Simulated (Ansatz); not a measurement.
System: KHf.

Input file:

```
crystal:
  lattice:
    - [4.0064360472, 0.0, 0.0]
    - [0.0, 4.0064360472, 0.0]
    - [0.0, 0.0, 4.0064360472]
  atoms:
    - { symbol: K, position: [0.0, 0.0, 0.0] }
    - { symbol: Hf, position: [0.5, 0.5, 0.5] }
basis:
  ecutwfc: 420
kpoints:
  mp_grid: { grid: [14, 14, 14] }
hamiltonian:
  xc: pbe
scf:
  occupations: { method: gaussian, width: 0.1 }
output:
  forces: true
  stress: true
  eigenvalues: true
  write_density: true
  write_potential: true
  elf: true
  volumetric_format: npy
relax:
  adjacent_minimum: "off"
  f_tol: 0.01
  max_steps: 80
  cell: { stress_tol: 0.05 }
```

Run with:

```sh
ansatz run input.yaml --threads 1 --pin off --max-ram 2560MiB --backend cpu --events-out ev --progress --plain --runs-dir out
```

Below, planes, directions and counts refer to the conventional cell (a = 4.01 Å, b = 4.01 Å, c = 4.01 Å, α = 90.00°, β = 90.00°, γ = 90.00°).

The fields are those of the relaxed geometry.

Space group Pm-3m; started from the caesium chloride_221 prototype, which need not be the ambient phase; computed without spin polarisation.

Theory: Ansatz 0.2.0, DFT PBE, scalar-relativistic, plane waves, PAW.

Predict the valence pseudo-density and electron localisation function between the atoms.

K–Hf (3.47 Å): ρ at the midpoint is about 0.07 e/Å³; the ELF is about 0.10 at the midpoint; no shared electron pair shows on this line.

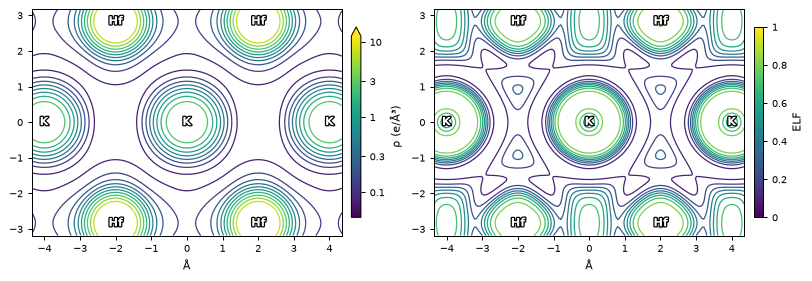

Computed valence pseudo-density and electron localisation function on the (101) plane of the conventional cell, in this order. 

The density is the valence pseudo-density of a PAW calculation; it isn't the true density close to the nuclei.
